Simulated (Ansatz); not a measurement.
Geometry relaxation, with input and output: SiNH$_{6}$ClOF$_{2}$ (part 2 of 2)

SiNH$_{6}$ClOF$_{2}$; RKS PBE0/6-31G* (Ansatz 0.2.0). It belongs to a series of runs on one base structure; here: end point A relaxed.

Geometry of the input (Å):
```
Si -0.7162  1.5437  -1.2514
Cl 1.2384  1.5909  -0.4802
F  -0.8792  0.4626  -2.4034
F  -1.7969  1.3386  -0.1081
H  -0.9236  2.8711  -1.8481
H  0.1675  -1.5052  0.6648
N  -0.5086  -1.3304  -0.0778
H  1.9262  -0.2155  1.3041
O  1.8578  -0.8564  2.0280
H  -1.4336  -1.5414  0.2835
H  -0.3170  -1.9859  -0.8297
H  1.3854  -0.3721  2.7182
```

Trajectory as extended XYZ, continued
```
12
Properties=species:S:1:pos:R:3:forces:R:3 step=10 energy=-29456.11208
Si   -0.6846    0.9907   -0.9870    0.0410  -0.0359   0.0374
Cl    1.4491    1.1708   -0.6942   -0.0811   0.0253  -0.0285
F    -1.2285    0.2069   -2.3014    0.0007   0.0320   0.0082
F    -1.7111    1.1407    0.2642    0.0327   0.0281   0.0266
H    -0.7896    2.3768   -1.5008    0.0163   0.0018  -0.0096
H     0.1003   -0.9193    0.6248   -0.0006   0.0368   0.1076
N    -0.4359   -0.8722   -0.2582    0.0740  -0.0758  -0.1384
H     1.9482   -0.2187    1.3340   -0.0864  -0.0992   0.1246
O     1.4335   -0.8315    1.8909    0.0063   0.2943   0.1577
H    -1.3505   -1.2956   -0.1104   -0.0208  -0.0161  -0.0098
H     0.0640   -1.4457   -0.9368   -0.0501  -0.0188  -0.0009
H     1.2049   -0.3028    2.6750    0.0681  -0.1725  -0.2748
12
Properties=species:S:1:pos:R:3:forces:R:3 step=11 energy=-29456.11920
Si   -0.6775    0.9853   -0.9799    0.0519  -0.0289   0.0881
Cl    1.4642    1.1418   -0.7333   -0.0888   0.0258  -0.0358
F    -1.2678    0.2192   -2.2859    0.0038   0.0435   0.0375
F    -1.6609    1.1418    0.3081    0.0763  -0.0132  -0.0548
H    -0.7782    2.3763   -1.4808    0.0001  -0.0005  -0.0163
H     0.0987   -0.9361    0.6143   -0.0025   0.0472   0.0222
N    -0.4300   -0.8875   -0.2753    0.0312  -0.0721  -0.0482
H     1.9419   -0.1747    1.3597   -0.0319  -0.0227   0.0206
O     1.4227   -0.8022    1.8897   -0.0312   0.0780   0.0887
H    -1.3480   -1.3084   -0.1363    0.0125  -0.0145  -0.0086
H     0.0731   -1.4603   -0.9526   -0.0476   0.0074   0.0056
H     1.1618   -0.2951    2.6725    0.0262  -0.0502  -0.0990
12
Properties=species:S:1:pos:R:3:forces:R:3 step=12 energy=-29456.12582
Si   -0.6589    0.9767   -0.9606   -0.0541  -0.0503   0.1563
Cl    1.4933    1.0973   -0.8031   -0.1147   0.0095  -0.0342
F    -1.3373    0.2466   -2.2498    0.0610   0.0816   0.1547
F    -1.5563    1.1347    0.3972    0.1774  -0.0785  -0.2588
H    -0.7653    2.3763   -1.4376    0.0005  -0.0126  -0.0068
H     0.1078   -0.9630    0.5924   -0.0319   0.0177  -0.0662
N    -0.4112   -0.9167   -0.3059   -0.0247  -0.0057   0.0505
H     1.9089   -0.1430    1.3735    0.0539   0.0863  -0.0423
O     1.3817   -0.7573    1.9052   -0.0805  -0.1160   0.0378
H    -1.3310   -1.3392   -0.1785    0.0464  -0.0016   0.0020
H     0.0965   -1.4831   -0.9848   -0.0275   0.0310   0.0061
H     1.0721   -0.2292    2.6520   -0.0058   0.0387   0.0009
12
Properties=species:S:1:pos:R:3:forces:R:3 step=13 energy=-29456.13026
Si   -0.6453    0.9714   -0.9477   -0.1224  -0.0626   0.1412
Cl    1.5043    1.0818   -0.8288   -0.0751  -0.0048  -0.0317
F    -1.3598    0.2587   -2.2279    0.0719   0.0858   0.1455
F    -1.5069    1.1190    0.4346    0.1560  -0.0388  -0.2549
H    -0.7577    2.3747   -1.4130   -0.0043  -0.0074   0.0059
H     0.1209   -0.9812    0.5754   -0.0135   0.0187  -0.0398
N    -0.4045   -0.9295   -0.3180    0.0001  -0.0144   0.0293
H     1.9086   -0.1308    1.3834    0.0006   0.0372  -0.0038
O     1.3592   -0.7348    1.9070   -0.0505  -0.0322   0.0711
H    -1.3246   -1.3484   -0.1842    0.0259   0.0027  -0.0004
H     0.0923   -1.4934   -1.0063   -0.0109   0.0194  -0.0001
H     1.0134   -0.1874    2.6256    0.0222  -0.0037  -0.0622
12
Properties=species:S:1:pos:R:3:forces:R:3 step=14 energy=-29456.13196
Si   -0.6210    0.9585   -0.9159   -0.2398  -0.0197  -0.0022
Cl    1.5254    1.0362   -0.9010    0.0002  -0.0155  -0.0052
F    -1.4144    0.2906   -2.1770    0.1128   0.0701   0.2017
F    -1.4036    1.0933    0.5141    0.1393  -0.0474  -0.2234
H    -0.7414    2.3714   -1.3507    0.0049   0.0008   0.0294
H     0.1615   -1.0114    0.5393   -0.0225  -0.0276   0.0015
N    -0.3823   -0.9547   -0.3422    0.0107  -0.0032  -0.0022
H     1.8950   -0.1283    1.3973   -0.0514   0.0245   0.0880
O     1.3130   -0.6955    1.9302   -0.3151   0.3969   0.3948
H    -1.2984   -1.3760   -0.1926    0.0073   0.0052   0.0066
H     0.0969   -1.5052   -1.0531    0.0001   0.0153   0.0118
H     0.8691   -0.0789    2.5516    0.3534  -0.3994  -0.5009
12
Properties=species:S:1:pos:R:3:forces:R:3 step=15 energy=-29456.14013
Si   -0.6139    0.9586   -0.9084   -0.1662  -0.1039   0.0605
Cl    1.5337    1.0163   -0.9176   -0.0260   0.0250  -0.0285
F    -1.4277    0.2977   -2.1582    0.0963   0.0876   0.1546
F    -1.3724    1.0803    0.5347    0.1080   0.0000  -0.1933
H    -0.7372    2.3753   -1.3286    0.0164  -0.0016   0.0206
H     0.1689   -1.0319    0.5309   -0.0144   0.0239  -0.0080
N    -0.3774   -0.9629   -0.3480    0.0006  -0.0423  -0.0105
H     1.8982   -0.1108    1.4137   -0.0718  -0.0201   0.0607
O     1.2971   -0.6753    1.9280   -0.0791   0.1599   0.1301
H    -1.2958   -1.3789   -0.1976    0.0068  -0.0042   0.0002
H     0.0951   -1.5110   -1.0650   -0.0037   0.0095   0.0023
H     0.8315   -0.0572    2.5162    0.1330  -0.1338  -0.1888
12
Properties=species:S:1:pos:R:3:forces:R:3 step=16 energy=-29456.14159
Si   -0.5880    0.9446   -0.8814   -0.1225   0.0907  -0.0407
Cl    1.5550    1.0260   -1.0020   -0.0686  -0.2187   0.0795
F    -1.4653    0.3222   -2.1053    0.0858   0.0374   0.1242
F    -1.2825    1.0559    0.5929    0.0875  -0.0425  -0.0985
H    -0.6990    2.3726   -1.2658   -0.0905  -0.0021   0.0134
H     0.1879   -1.0773    0.5122   -0.0258   0.0442   0.0052
N    -0.3645   -0.9940   -0.3613    0.1334   0.0435  -0.0342
H     1.8616   -0.0847    1.4237   -0.0037  -0.0123   0.0293
O     1.2504   -0.6335    1.9408    0.0856  -0.0373  -0.0883
H    -1.2849   -1.4037   -0.2068    0.0058   0.0171  -0.0101
H     0.0967   -1.5356   -1.0905   -0.0075   0.0067  -0.0104
H     0.7325    0.0076    2.4434   -0.0797   0.0732   0.0306
12
Properties=species:S:1:pos:R:3:forces:R:3 step=17 energy=-29456.15438
Si   -0.5666    0.9374   -0.8511   -0.0715  -0.0278  -0.0881
Cl    1.5736    0.9555   -1.0635   -0.1358  -0.0908   0.0549
F    -1.5118    0.3550   -2.0458    0.1280   0.0666   0.1771
F    -1.1869    1.0255    0.6598    0.0897  -0.0492  -0.1072
H    -0.6802    2.3771   -1.1929   -0.0228  -0.0292   0.0124
H     0.2158   -1.1119    0.4851   -0.0409   0.0494   0.0067
N    -0.3429   -1.0189   -0.3833    0.0539   0.0491  -0.0200
H     1.8330   -0.0541    1.4372    0.0097  -0.0049   0.0406
O     1.1995   -0.5798    1.9510   -0.1739   0.2616   0.1124
H    -1.2628   -1.4283   -0.2252    0.0046  -0.0085  -0.0014
H     0.1101   -1.5490   -1.1262   -0.0154   0.0298  -0.0002
H     0.6194    0.0916    2.3550    0.1744  -0.2462  -0.1872
12
Properties=species:S:1:pos:R:3:forces:R:3 step=18 energy=-29456.15598
Si   -0.5464    0.9299   -0.8240   -0.0114  -0.1183  -0.1002
Cl    1.5824    0.9024   -1.1169   -0.1536  -0.0038   0.0261
F    -1.5539    0.3825   -1.9846    0.1580   0.0869   0.2017
F    -1.0942    0.9933    0.7198    0.0552  -0.0078  -0.1090
H    -0.6566    2.3794   -1.1271   -0.0075  -0.0569   0.0139
H     0.2383   -1.1435    0.4642   -0.0137   0.0644  -0.0081
N    -0.3272   -1.0405   -0.3985   -0.0078   0.0396  -0.0162
H     1.8376   -0.0241    1.4799   -0.1525  -0.0520   0.1244
O     1.1548   -0.5287    1.9554   -0.5350   0.7028   0.1947
H    -1.2466   -1.4495   -0.2362    0.0046  -0.0257  -0.0027
H     0.1173   -1.5600   -1.1542   -0.0214   0.0380   0.0154
H     0.4945    0.1588    2.2222    0.6851  -0.6672  -0.3401
12
Properties=species:S:1:pos:R:3:forces:R:3 step=19 energy=-29456.16971
Si   -0.5537    0.9324   -0.8275    0.0511  -0.0466  -0.1274
Cl    1.5722    0.9140   -1.1070   -0.0888  -0.0009   0.0185
F    -1.5505    0.3751   -1.9850    0.0451   0.0331   0.0647
F    -1.1081    1.0032    0.7093    0.0335  -0.0108   0.0473
H    -0.6717    2.3775   -1.1409   -0.0018  -0.0198   0.0103
H     0.2418   -1.1225    0.4707   -0.0028  -0.0092  -0.0108
N    -0.3271   -1.0295   -0.3909   -0.0066   0.0210  -0.0061
H     1.8655   -0.0666    1.5106   -0.0593  -0.0269   0.0676
O     1.1550   -0.5426    1.9703   -0.1878   0.2648  -0.0182
H    -1.2423   -1.4465   -0.2249    0.0064  -0.0173   0.0015
H     0.1204   -1.5481   -1.1448   -0.0082   0.0192   0.0093
H     0.4987    0.1538    2.1602    0.2192  -0.2067  -0.0566
12
Properties=species:S:1:pos:R:3:forces:R:3 step=20 energy=-29456.17454
Si   -0.5466    0.9270   -0.8257    0.0899  -0.0203  -0.0229
Cl    1.5704    0.9022   -1.1344   -0.0493  -0.0017  -0.0056
F    -1.5698    0.3824   -1.9613   -0.0213   0.0005  -0.0275
F    -1.0654    0.9924    0.7241   -0.0116   0.0280   0.0707
H    -0.6661    2.3732   -1.1284   -0.0060   0.0042   0.0033
H     0.2551   -1.1323    0.4513   -0.0163   0.0225   0.0035
N    -0.3248   -1.0355   -0.4022    0.0215  -0.0236  -0.0191
H     1.8689   -0.0501    1.5613   -0.1229  -0.0983   0.0686
O     1.1241   -0.5274    1.9639    0.1714   0.0743  -0.0617
H    -1.2375   -1.4544   -0.2266    0.0092  -0.0051  -0.0004
H     0.1131   -1.5491   -1.1647   -0.0065   0.0010   0.0000
H     0.4786    0.1718    2.1427   -0.0582   0.0185  -0.0089
12
Properties=species:S:1:pos:R:3:forces:R:3 step=21 energy=-29456.17692
Si   -0.5389    0.9243   -0.8206    0.0555   0.0062  -0.0362
Cl    1.5689    0.8943   -1.1687   -0.0317  -0.0132   0.0005
F    -1.5877    0.3895   -1.9384   -0.0076  -0.0063  -0.0055
F    -1.0280    0.9920    0.7415   -0.0109   0.0085   0.0352
H    -0.6591    2.3719   -1.1164   -0.0116   0.0052   0.0076
H     0.2671   -1.1367    0.4430   -0.0114   0.0090   0.0100
N    -0.3176   -1.0402   -0.4071    0.0124  -0.0021  -0.0093
H     1.8591   -0.0403    1.5875   -0.0941  -0.0740   0.0552
O     1.1052   -0.5184    1.9691    0.1093   0.0782  -0.0386
H    -1.2284   -1.4609   -0.2261    0.0057  -0.0031   0.0002
H     0.1159   -1.5516   -1.1735   -0.0037   0.0048  -0.0011
H     0.4434    0.1763    2.1098   -0.0119  -0.0131  -0.0180
12
Properties=species:S:1:pos:R:3:forces:R:3 step=22 energy=-29456.17741
Si   -0.5340    0.9257   -0.8188    0.0076  -0.0476  -0.0180
Cl    1.5618    0.8721   -1.2107   -0.0072   0.0631  -0.0180
F    -1.6115    0.3945   -1.9126    0.0203   0.0123   0.0254
F    -0.9867    0.9942    0.7587   -0.0095   0.0094  -0.0266
H    -0.6642    2.3743   -1.1060    0.0214  -0.0017   0.0038
H     0.2807   -1.1354    0.4354    0.0030  -0.0113  -0.0017
N    -0.3074   -1.0397   -0.4127   -0.0431  -0.0133   0.0222
H     1.8610   -0.0432    1.6415   -0.0604  -0.0270   0.0282
O     1.0838   -0.5125    1.9807   -0.0436   0.1063  -0.0068
H    -1.2149   -1.4659   -0.2283   -0.0006  -0.0074   0.0028
H     0.1247   -1.5463   -1.1829    0.0011   0.0048   0.0026
H     0.4068    0.1824    2.0557    0.1110  -0.0876  -0.0140
12
Properties=species:S:1:pos:R:3:forces:R:3 step=23 energy=-29456.17795
Si   -0.5346    0.9241   -0.8224   -0.0140   0.0517  -0.0207
Cl    1.5587    0.8999   -1.2232   -0.0139  -0.0505   0.0126
F    -1.6121    0.3907   -1.9145    0.0143  -0.0095   0.0151
F    -0.9872    0.9974    0.7550    0.0021  -0.0094  -0.0129
H    -0.6647    2.3723   -1.1119   -0.0222   0.0029   0.0083
H     0.2781   -1.1357    0.4382    0.0033  -0.0106  -0.0008
N    -0.3092   -1.0403   -0.4105    0.0273   0.0201   0.0041
H     1.8702   -0.0642    1.6593   -0.0446  -0.0141   0.0213
O     1.0797   -0.5181    1.9873   -0.0423   0.0879  -0.0189
H    -1.2167   -1.4668   -0.2265   -0.0006   0.0094  -0.0021
H     0.1237   -1.5476   -1.1797    0.0041  -0.0031  -0.0012
H     0.4140    0.1884    2.0489    0.0865  -0.0747  -0.0048
12
Properties=species:S:1:pos:R:3:forces:R:3 step=24 energy=-29456.17855
Si   -0.5372    0.9262   -0.8238    0.0052   0.0073  -0.0033
Cl    1.5582    0.8928   -1.2138   -0.0064  -0.0012  -0.0020
F    -1.6088    0.3887   -1.9191    0.0012  -0.0005   0.0002
F    -0.9955    0.9979    0.7510    0.0009   0.0004  -0.0015
H    -0.6701    2.3739   -1.1143   -0.0017   0.0021   0.0013
H     0.2778   -1.1337    0.4383   -0.0025  -0.0043  -0.0015
N    -0.3093   -1.0378   -0.4104    0.0036  -0.0034   0.0066
H     1.8728   -0.0673    1.6562   -0.0253  -0.0135   0.0123
O     1.0825   -0.5200    1.9853    0.0025   0.0391  -0.0100
H    -1.2171   -1.4638   -0.2269    0.0007   0.0008   0.0005
H     0.1238   -1.5456   -1.1793    0.0006  -0.0005  -0.0004
H     0.4228    0.1887    2.0569    0.0213  -0.0264  -0.0022
12
Properties=species:S:1:pos:R:3:forces:R:3 step=25 energy=-29456.17850 accepted=F
Si   -0.5367    0.9296   -0.8252    0.0093  -0.0507   0.0120
Cl    1.5562    0.8942   -1.2217   -0.0079  -0.0008  -0.0004
F    -1.6098    0.3892   -1.9173    0.0017   0.0058   0.0011
F    -0.9908    0.9990    0.7511    0.0007   0.0061  -0.0084
H    -0.6716    2.3763   -1.1145   -0.0046   0.0190  -0.0017
H     0.2793   -1.1362    0.4363    0.0212  -0.0041   0.0340
N    -0.3082   -1.0397   -0.4104   -0.0070   0.0530  -0.0194
H     1.8733   -0.0672    1.6657   -0.0012   0.0051  -0.0007
O     1.0808   -0.5202    1.9865   -0.0006  -0.0084   0.0056
H    -1.2157   -1.4641   -0.2257   -0.0253  -0.0127   0.0053
H     0.1230   -1.5475   -1.1794    0.0114  -0.0147  -0.0252
H     0.4200    0.1868    2.0545    0.0024   0.0023  -0.0021
12
Properties=species:S:1:pos:R:3:forces:R:3 step=26 energy=-29456.17861
Si   -0.5366    0.9273   -0.8246    0.0016  -0.0028   0.0008
Cl    1.5571    0.8928   -1.2179    0.0001  -0.0001  -0.0028
F    -1.6092    0.3890   -1.9182    0.0008  -0.0008  -0.0002
F    -0.9930    0.9989    0.7509    0.0004  -0.0003   0.0004
H    -0.6707    2.3750   -1.1145   -0.0012   0.0035   0.0002
H     0.2788   -1.1349    0.4378    0.0020  -0.0020   0.0019
N    -0.3086   -1.0383   -0.4103   -0.0013   0.0052  -0.0006
H     1.8722   -0.0653    1.6603   -0.0010   0.0002   0.0009
O     1.0826   -0.5204    1.9857   -0.0024   0.0009   0.0000
H    -1.2166   -1.4634   -0.2262   -0.0012  -0.0016   0.0004
H     0.1234   -1.5462   -1.1796    0.0005  -0.0013  -0.0014
H     0.4208    0.1856    2.0565    0.0017  -0.0010   0.0003
```

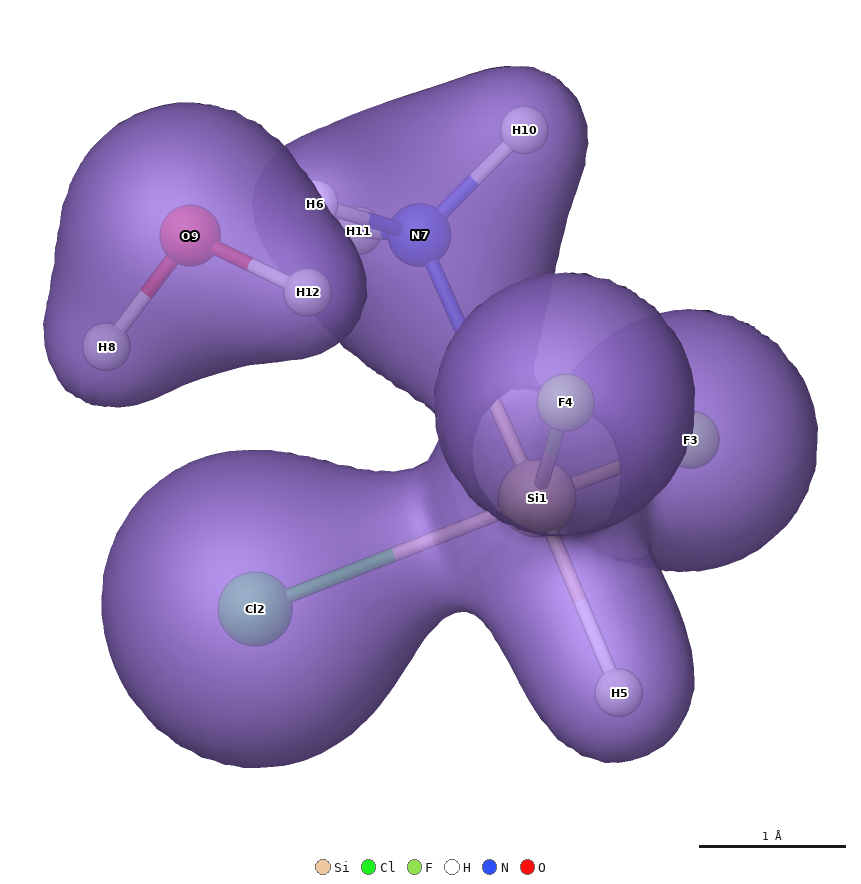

Figure 1. Isosurface of the electron density at 0.4 e/Å³ (purple), seen at an oblique angle. At this value the surface falls into two separate pieces. It is pinched off along the O···H (1.85 Å) contacts. On the grid the lowest density along these lines, outside the cores, is 0.25 e/Å³ (O···H, 1.85 Å), 0.89 e/Å³ (Si–F, 1.62 Å), 0.48 e/Å³ (Si–N, 2.02 Å) and 0.58 e/Å³ (Si–Cl, 2.13 Å).

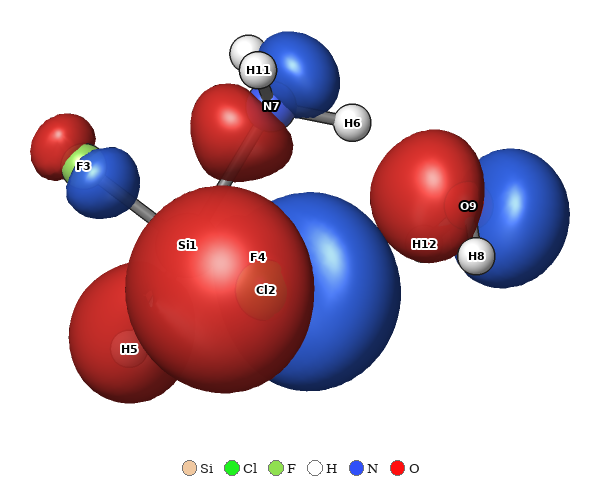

Figure 2. The HOMO−1 at ±0.08 Å⁻³ᐟ² (red and blue are the two phases), seen face on. Its energy is −9.09 eV.

Key numbers

| quantity | value |
| --- | --- |
| outcome | converged |
| total energy | −29456.1786 eV |
| mean-field energy | −29456.1786 eV |
| largest force (length of the vector) at the end | 0.005 eV/Å |
| wall time | 83 s (CPU time 2.5 min) |
| peak memory | 0.28 GiB |
